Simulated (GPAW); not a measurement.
# CH4AlS (SMILES [CH3][Al][SH]) at UTPSS-D3(BJ)/plane waves (scalar-relativistic datasets, plane-wave cutoff 400 eV)

Aim: the charge distribution of CH4AlS. Input form: an ASE script.

The results are computed with GPAW 26.7.0.

1 further run of the same task is left out (it didn't finish). Runs told in other sessions of the task aren't counted.

**1. The system as given**

The species is CH4AlS (7 atoms), meant as a doublet with charge 0. SMILES: `[CH3][Al][SH]`. All atoms were displaced at random from a relaxed shape.

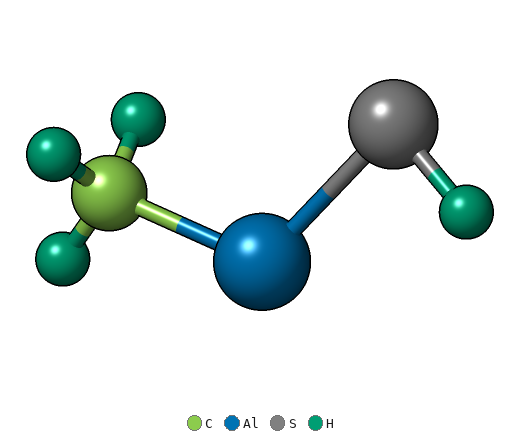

The structure, seen from a chosen angle (carbon green, aluminium blue, sulfur grey, hydrogen teal).

**2. Energy and one-electron properties at UTPSS-D3(BJ)/plane waves (scalar-relativistic datasets, plane-wave cutoff 400 eV)**

Contents of run.py:

```python
from ase.calculators.mixing import SumCalculator
from ase.io.zmatrix import parse_zmatrix
from dftd3.ase import DFTD3
from gpaw import GPAW, PW

atoms = parse_zmatrix("""
C
Al 1 2.005773
S 2 2.194329 1 115.18502
H 1 1.049792 2 111.963 3 163.195
H 1 1.104928 4 106.7554 2 116.89358
H 1 1.06023 4 113.10705 5 119.901
H 3 1.345013 2 91.69195 1 175.35658
""")
atoms.center(vacuum=4.5)
atoms.set_initial_magnetic_moments([0.333333, 0.333333, 0.333333, 0.0, 0.0, 0.0, 0.0])

calculator = GPAW(mode=PW(400),
                  xc="TPSS",
                  mixer={"name": "pulay", "beta": 0.1, "nmaxold": 5, "weight": 1.0},
                  maxiter=100,
                  occupations={"name": "fermi-dirac", "width": 0.0, "fixmagmom": True},
                  symmetry="off",
                  txt="-")
atoms.calc = SumCalculator([DFTD3(method="TPSS", damping="d3bj"), calculator])

energy = atoms.get_potential_energy()
print(f"Energy = {energy:.5f} eV")
forces = atoms.get_forces()
print("Forces (eV/Ang)")
for symbol, f in zip(atoms.symbols, forces):
    print(f'{symbol:2} {f[0]:9.4f} {f[1]:9.4f} {f[2]:9.4f}')
print("Moments:", calculator.get_magnetic_moments(atoms).round(3))
```

The run is started by

```bash
$ python run.py
```

Output:

```text
[...]
  mode=PW(ecut=400.0),
[...]
Number of symmetries: 1
[...]
  Number of IBZ points: 1
[...]
Cutoff: 400.0 eV
Spin-components: 2 (collinear spins)
Bands:           15
[...]
  Valence electrons: 17.0
[...]
  Grid points: [63 56 50]
  Charge: 0.0  # |e|
[...]
    cutoffs:
[...]
occupation numbers:
  Fixed magnetic moment: 1.000
[...]
xc functional:
  name: TPSS with 2 nearest neighbor stencil
[...]
|iter     |     time |      energy | eigst |  dens |  magmom |
[...]
|iter:   1| 00:00:05 |  -20.398097 | +0.69 |       |  +0.9847|
[...]
|iter:  21| 00:01:30 |  -41.348014c| -8.09c| -4.09c|  +1.0000|
Converged in 21 steps
[...]
Energy contributions relative to reference atoms: (reference = -18538.631927)
Energy contributions:
  Kinetic:          31.388373
  Coulomb:         -32.570580
  Zero:             -0.097739
  External:          0.000000
  Xc:              -40.068068
  Entropy:           0.000000
  Spinorbit:         0.000000
  ----------------------------
  Free energy:     -41.348014
  Extrapolated:    -41.348014
dipole moment: (-0.049661, -0.249041, 0.005136)  # |e|*Ang
Total magnetic moment: (0.000000, 0.000000, 0.999997)
Local magnetic moments
|        x |        y |         z |
|----------|----------|-----------|
| 0.000000 | 0.000000 |  0.050041 |  # C    0
| 0.000000 | 0.000000 |  0.201061 |  # Al   1
| 0.000000 | 0.000000 |  0.044630 |  # S    2
| 0.000000 | 0.000000 | -0.001011 |  # H    3
| 0.000000 | 0.000000 |  0.002569 |  # H    4
| 0.000000 | 0.000000 |  0.000653 |  # H    5
| 0.000000 | 0.000000 |  0.003130 |  # H    6
Fermi levels: -4.409, -2.906
Eigenvalues  # (at kpt = [0.000, 0.000, 0.000])
| band index |      eig [eV] | occ [0-1] |      eig [eV] | occ [0-1] |
|------------|---------------|-----------|---------------|-----------|
|          0 |       -17.897 |     1.000 |       -17.819 |     1.000 |
|          1 |       -17.128 |     1.000 |       -17.009 |     1.000 |
|          2 |       -10.164 |     1.000 |       -10.092 |     1.000 |
|          3 |        -9.926 |     1.000 |        -9.870 |     1.000 |
|          4 |        -9.473 |     1.000 |        -9.411 |     1.000 |
|          5 |        -8.817 |     1.000 |        -8.426 |     1.000 |
|          6 |        -6.943 |     1.000 |        -6.690 |     1.000 |
|          7 |        -6.260 |     1.000 |        -6.235 |     1.000 |
|          8 |        -4.409 |     1.000 |        -2.906 |     0.000 |
|          9 |        -1.723 |     0.000 |        -1.037 |     0.000 |
|         10 |        -0.474 |     0.000 |        -0.369 |     0.000 |
|         11 |        -0.041 |     0.000 |         0.128 |     0.000 |
[...]
Gap: 1.826 eV
Transition (v -> c):
[...]
Forces (eV/Ang)
C     1.4239    1.2247   -1.1824
Al   -0.4231   -0.3406    0.0125
S     0.1088    0.2602    0.0195
H    -0.6846   -1.4978   -0.1509
H     0.0520    0.0149    0.1945
H    -0.5567    0.2591    1.1273
H     0.1090    0.0691   -0.0153
Moments: [ 0.05   0.201  0.045 -0.001  0.003  0.001  0.003]
```

It took 92 s on 1 thread of Arm Neoverse V2, shared host; peak memory 0.67 GiB.

**3. What came out**

At UTPSS-D3(BJ)/plane waves (scalar-relativistic datasets, plane-wave cutoff 400 eV):

```
                                                 quantity          value
   energy as printed (from the program's reference atoms)    -41.5240 eV
                                            dipole moment         1.22 D
HOMO energy (shifted to the vacuum level, unlike the log)       -4.73 eV
LUMO energy (shifted to the vacuum level, unlike the log)       -3.23 eV
                                        dispersion energy  -16.98 kJ/mol
```
